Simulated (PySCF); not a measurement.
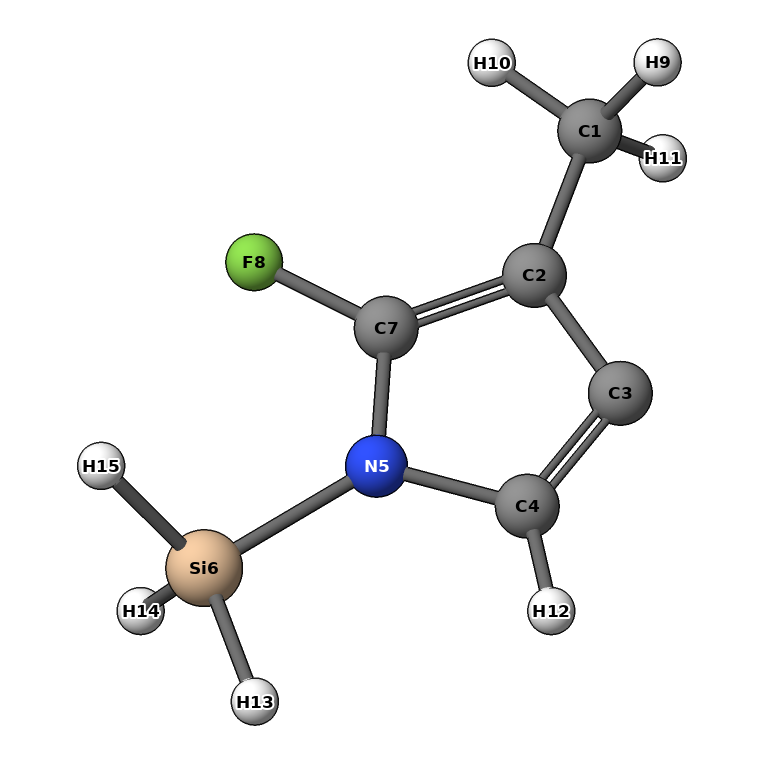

The questions are on Mulliken spin populations. The species is neutral and a spin doublet. The computed structure is the end point of a GFN2-xTB optimisation. No frequency run is at hand to confirm it as a minimum. Method: UKS B3LYP, pcH-1 on C F H N Si, non-relativistic (PySCF 2.14.0).

Give the Mulliken spin populations atom by atom.

| atom | value (e) |
| --- | --- |
| C1 | 0.01 |
| C2 | −0.05 |
| C3 | 1.02 |
| C4 | −0.08 |
| N5 | 0.02 |
| Si6 | 0.01 |
| C7 | 0.04 |
| F8 | 0.01 |
| H9 | 0.00 |
| H10 | 0.00 |
| H11 | 0.00 |
| H12 | 0.01 |
| H13 | 0.00 |
| H14 | 0.00 |
| H15 | 0.00 |

Mulliken values depend strongly on the basis set. The geometry is semi-empirical. Around Si such bond lengths and angles can be off by a tenth of an ångström or more and by several degrees, and values that hang on the shape move with them.
